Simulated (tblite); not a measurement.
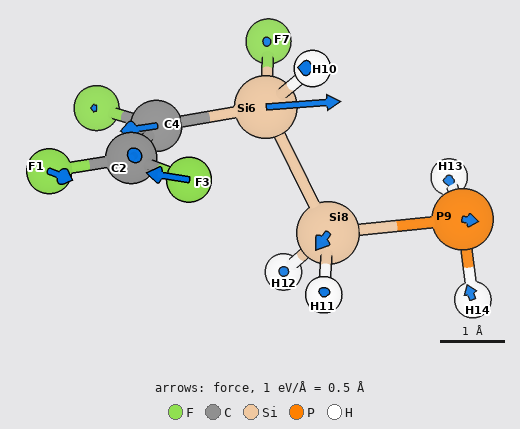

Starting geometry of C2H5F4PSi2 with the computed forces as blue arrows. Style: ball-and-stick. Shown at a tilt.

Theory: GFN2-xTB geometry optimisation, gas phase (tblite). 

Question: What follows when this structure is relaxed?

Answer: It isn't relaxed: the largest force vector, on a Si atom, is 2.42 eV/Å. The final displacements have little in common with the starting forces (cosine between the two patterns 0.16). The largest moves after the best rigid fit, 2.10 Å, are those of F atoms. By element the largest moves are F 2.10 Å, H 1.17 Å, C 0.64 Å, Si 0.51 Å, P 0.28 Å. Some distances before and after: C–Si 1.819 → 1.904 Å, H–Si 1.494 → 1.456 Å, C–F 1.364 → 1.327 Å, H–P 1.411 → 1.381 Å. Bond angles that change, for instance: Si–Si–H 110.1° → 126.0°, F–C–F 119.6° → 110.1°, F–C–C 119.9° → 128.0°. Groups turn about C–Si by about 80°, Si–Si by about 30°. Over 165 geometry steps the energy falls by 8.94 kcal/mol. Cost: 4.3 s on 1 thread of Intel(R) Xeon(R) Platinum 8259CL CPU @ 2.50GHz, with other jobs on the host.
